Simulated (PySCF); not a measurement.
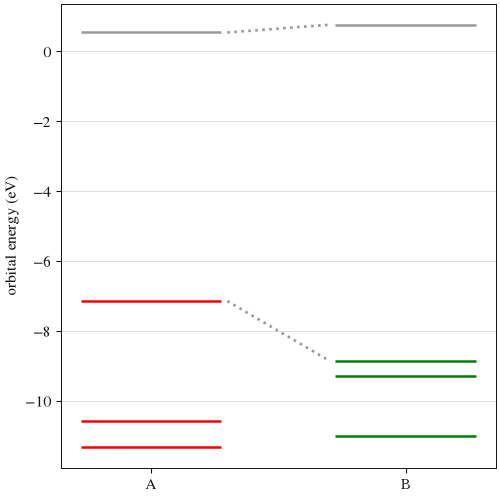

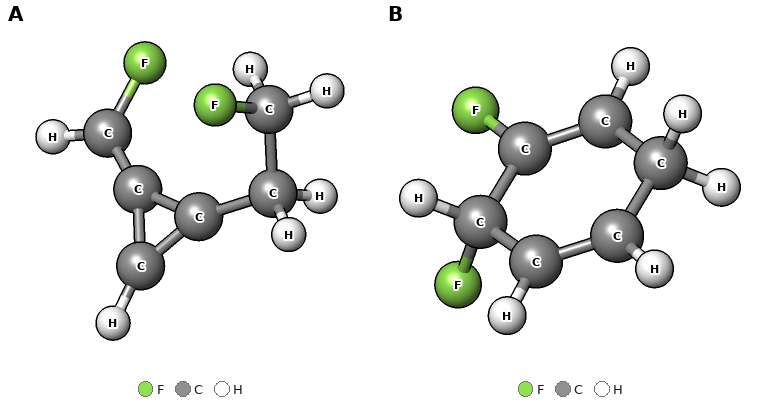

Related molecules: A is C₆H₆F₂, SMILES F/C=C1C=C/1CCF; B is C₆H₆F₂, SMILES FC1=CCC=C[C@@H]1F. Frontier orbital energies, CAM-B3LYP/def2-SVPD with PySCF 2.14.0, at a PBE0-D3(BJ)/def2-SVP geometry (no frequency check); drawn are at most three filled levels and, in grey, the LUMO with any level within 0.03 eV of it; dotted lines join the HOMOs and the LUMOs.

**What does the change do to the frontier levels?**

From A to B the HOMO falls by 1.71 eV and the LUMO rises by 0.22 eV, so the separation goes from 7.69 to 9.62 eV.

**Does the ΔSCF ionisation energy follow the HOMO?**

A: −ε(HOMO) 7.15, ΔSCF 8.00 eV; B: −ε(HOMO) 8.86, ΔSCF 9.72 eV.

Limits of at least one run: empty levels above zero depend strongly on the basis; one conformer of a flexible molecule.
